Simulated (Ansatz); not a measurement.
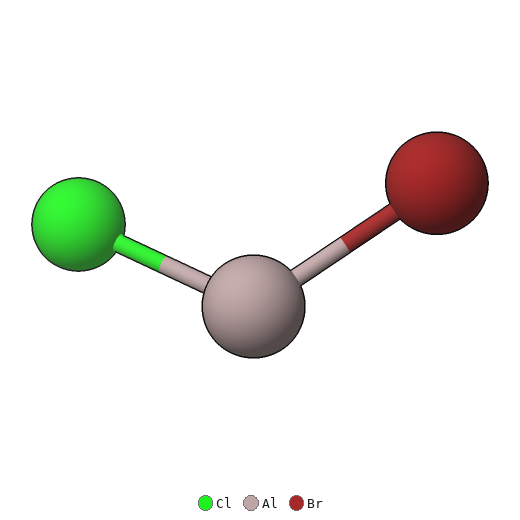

(Drawn from a calculation with Ansatz.)

The picture shows the input geometry.

Input file:

```yaml
crystal:
  periodic: [false, false, false]
  atoms:
    - {symbol: Cl, position_ang: [0.439923, 1.761088, 0.423897]}
    - {symbol: Al, position_ang: [-0.648060, 0.131347, -0.337653]}
    - {symbol: Br, position_ang: [0.197137, -1.957235, -0.099443]}
basis:
  gaussian: {orbitals: def2-TZVPP}
magnetization: {spin_polarized: true, initial_magnetization: 1}
hamiltonian: {xc: {name: B3LYP}, dispersion: d4}
```

What the program printed:

```
Functional definition: B3LYP
  name "B3LYP"
  cite "Stephens, Devlin, Chabalowski & Frisch, J. Phys. Chem. 98, 11623 (1994) doi:10.1021/j100096a001"
  cite "Becke, Phys. Rev. A 38, 3098 (1988) doi:10.1103/PhysRevA.38.3098"
  cite "Lee, Yang & Parr, Phys. Rev. B 37, 785 (1988) doi:10.1103/PhysRevB.37.785"
  cite "Vosko, Wilk & Nusair, Can. J. Phys. 58, 1200 (1980) doi:10.1139/p80-159"
  parameter a0 = 0.2
  parameter ax = 0.72
  parameter ac = 0.81
  exchange = (1 - a0 - ax)*slater_x + ax*b88_x + a0*exact_x
  correlation = (1 - ac)*vwn_rpa_c + ac*lyp_c
1019 factors; their error is unknown
mean field evaluation 1: about -89169.5142 eV, gradient 1.3e1 eV
mean field evaluation 2: about -89169.1829 eV, gradient 1.6e1 eV
mean field evaluation 4: about -89170.5071 eV, gradient 6.5e-1 eV
mean field evaluation 8: about -89170.8875 eV, gradient 6.4e-2 eV
mean field evaluation 16: about -89170.8876 eV, gradient 8.5e-6 eV
mean field -89170.88755221 eV, -3276.9696753454 hartree, gradient 8.5e-6 eV, S^2 0.751808; 0 other end points of the search recorded, 0 dependent functions left out
reference -89170.88776961 eV, -3276.9696833344 hartree; 33, 32 occupied and 99, 100 virtual orbitals, 1019 factors
Total energy: -89171.04229680 eV, -3276.9753621042 hartree
```
